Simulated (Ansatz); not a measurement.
# GeHF (SMILES [F][GeH]): levels of theory compared

We compute a comparison of 4 runs (HF/STO-3G, BLYP/STO-3G, wB97X/STO-3G, CCSDT/STO-3G) of GeHF. 

The calculation is run with Ansatz 0.2.0.

60 further runs of the same task are left out: 17 that didn't finish, 43 set aside as unsound or not needed.

## 1. Starting point

GeHF: 3 atoms, total charge 0, spin state singlet. SMILES: `[F][GeH]`. The Ge2–F1 distance was set to 2.635 Å, away from the relaxed value. At this shape a bond of the SMILES string is far longer than usual.

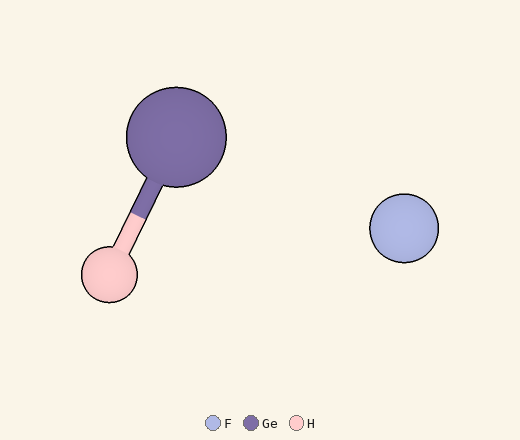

The structure, seen from a chosen angle (fluorine light blue, germanium purple, hydrogen pink).

## 2. A single-point energy at HF/STO-3G (run 1)

The input, job.yaml:

```yaml
crystal:
  periodic: [false, false, false]
  atoms:
    - symbol: F
      position_ang: [1.337130, 1.421318, 0.872368]
    - symbol: Ge
      position_ang: [-0.657900, 0.195200, -0.335600]
    - symbol: H
      position_ang: [-0.025200, -1.272700, -0.147400]
basis:
  gaussian: {orbitals: STO-3G}
magnetization: {spin_polarized: false, initial_magnetization: 0}
hamiltonian: {xc: hf}
accuracy: high
```

Run with:

```sh
$ ansatz run job.yaml --threads 1 --pin off --max-ram 2610MiB --events-out events.jsonl --progress --plain --runs-dir runs
```

The program printed:

```text
Warning: RAYON_NUM_THREADS=1 ignored (pool sized by the plan → 1); use --threads N
Functional definition: HF
  name "HF"
  exchange = exact_x
  correlation = 0
300 factors; integrals over basis functions are off by at most 1.9e-8 eV
mean field evaluation 1: about -58502.3612 eV, gradient 1.5e1 eV
mean field evaluation 2: about -58502.3856 eV, gradient 1.5e1 eV
mean field evaluation 4: about -58507.0219 eV, gradient 4.1e0 eV
mean field evaluation 8: about -58507.5202 eV, gradient 2.2e-1 eV
mean field evaluation 16: about -58500.2913 eV, gradient 7.9e0 eV
mean field -58507.52063003 eV, -2150.1117253319 hartree, gradient 1.5e-8 eV, S^2 0.000000; 0 other end points of the search recorded, 0 dependent functions left out
reference -58507.52063003 eV, -2150.1117253319 hartree; 21, 21 occupied and 3, 3 virtual orbitals, 300 factors
Total energy: -58507.52063003 eV, -2150.1117253319 hartree
```

It took 0.16 s on 1 thread of Arm Neoverse V1, shared host.

## 3. A single-point energy at BLYP/STO-3G (run 2)

The input, run.yaml:

```yaml
basis:
  gaussian:
    orbitals: STO-3G
crystal:
  periodic: [false, false, false]
  atoms:
    - {symbol: F, position_ang: [1.337130, 1.421318, 0.872368]}
    - {symbol: Ge, position_ang: [-0.657900, 0.195200, -0.335600]}
    - {symbol: H, position_ang: [-0.025200, -1.272700, -0.147400]}
hamiltonian:
  xc: {name: BLYP}
accuracy: high
```

Run with:

```sh
$ ansatz run run.yaml --threads 1 --pin off --max-ram 2610MiB --events-out events.jsonl --progress --plain --runs-dir runs
```

The program printed (excerpt; [...] marks lines left out):

```text
Warning: RAYON_NUM_THREADS=1 ignored (pool sized by the plan → 1); use --threads N
Functional definition: BLYP
  name "BLYP"
[...]
300 factors; integrals over basis functions are off by at most 1.9e-8 eV
[...]
mean field -58550.71540397 eV, -2151.6991039955 hartree, gradient 5.4e-9 eV, S^2 0.000000; 12 other end points of the search recorded, 0 dependent functions left out
reference -58550.71543493 eV, -2151.6991051335 hartree; 21, 21 occupied and 3, 3 virtual orbitals, 300 factors
Total energy: -58550.71543493 eV, -2151.6991051335 hartree
```

Run time: 5.1 s. Hardware: 1 thread of Arm Neoverse V1, shared host.

Run 3 isn't shown in full; the table further down has it.

## 4. A single-point energy at CCSDT/STO-3G (run 4)

The input, input.yaml:

```yaml
basis:
  gaussian:
    orbitals: STO-3G
crystal:
  periodic: [false, false, false]
  atoms:
    - {symbol: F, position_ang: [1.337130, 1.421318, 0.872368]}
    - {symbol: Ge, position_ang: [-0.657900, 0.195200, -0.335600]}
    - {symbol: H, position_ang: [-0.025200, -1.272700, -0.147400]}
correlation:
  method: ccsdt
  frozen_orbitals: {F: 1, Ge: 9, H: 0}
accuracy: high
scf:
  omitted_lower_state_checks: [cluster_reference, increment]
```

Run with:

```sh
$ ansatz run input.yaml --threads 1 --pin off --max-ram 2610MiB --events-out events.jsonl --progress --plain --runs-dir runs
```

The program printed:

```text
Warning: RAYON_NUM_THREADS=1 ignored (pool sized by the plan → 1); use --threads N
[... 13 lines left out ...]
10 core orbitals not correlated: weight in the atoms' cores, before any rotation towards them, 1.000 or more for the frozen orbitals, at most 0.000 for the correlated occupied ones
[... 61 lines left out ...]
WARN: these amplitudes may be one of several solutions (largest doubles amplitude 0.50, level shift 6.66 eV)
Total energy: -58511.79653978 eV, -2150.2688621166 hartree
Checks for a lower state left out: cluster_reference, increment
```

It took 0.9 s on 1 thread of Arm Neoverse V1, shared host.

## 5. Overview of the runs

```
run         level  frozen core orbitals   energy (Eh)  wall time
  1     HF/STO-3G                     –  -2150.111725     0.16 s
  2   BLYP/STO-3G                     –  -2151.699105      5.1 s
  3  wB97X/STO-3G                     –  -2151.824455       17 s
  4  CCSDT/STO-3G                    10  -2150.268862      0.9 s
```

## 6. Results

| quantity | value |
| --- | --- |
| run 4: total energy | -2150.26886 Eh |
| run 4: correlation energy (10 core orbitals frozen) | -157.1 mEh |
| run 4: T1 diagnostic | 0.045 |

**Reading.** Totals of different functionals can't be ranked against each other. In run 4 the log says that unrestricted orbitals would lower the reference, so the values rest on an unstable closed-shell determinant (other closed-shell runs at this shape may share the fault). In runs 1, 2, 3, 4 the basis is minimal, so the values are rough. All runs together took 24 s, the longest 17 s.
